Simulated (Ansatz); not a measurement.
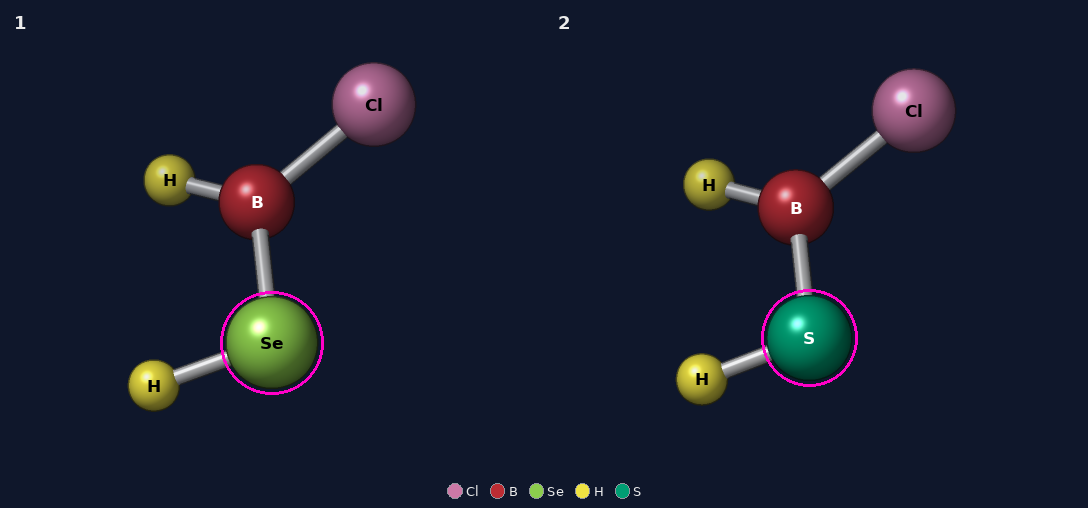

2 molecules with one skeleton, seen from the same side and at one scale; the atom that differs is circled. Each species is neutral and a spin singlet. Computed geometries: PBE0-D4/def2-TZVP optimisations, one conformation each. Properties computed with Ansatz 0.2.0.

One atom differs, called X below: Se in panel 1, S in panel 2. Their formulas are BClH2Se (`ClB[SeH]`), BClH2S (`SBCl`).

### In which is the dipole moment larger (B3LYP-D4/def2-TZVPP)?

In panel 2 (X = S).

### In which is the HOMO–LUMO gap larger (PBE0-D4/def2-QZVPP)?

In panel 2 (X = S).

Give the values. With PBE0-D4/def2-TZVP: length of X–B (Å), length of X–H (Å), angle B–X–H (°). With PBE0-D4/def2-QZVPP: HOMO energy (Kohn–Sham orbital) (eV), HOMO–LUMO gap (eV). With B3LYP-D4/def2-TZVPP: dipole moment (D), vertical ionisation energy (eV).

```csv
quantity,1 (Se),2 (S),2 − 1
length of X–B (Å),1.916,1.779,−0.137
length of X–H (Å),1.469,1.343,−0.126
angle B–X–H (°),94.6,96.1,+1.5
HOMO energy (Kohn–Sham orbital) (eV),−7.84,−8.35,−0.51
HOMO–LUMO gap (eV),6.35,6.97,+0.62
dipole moment (D),1.24,1.52,+0.28
vertical ionisation energy (eV),10.07,10.60,+0.53
```
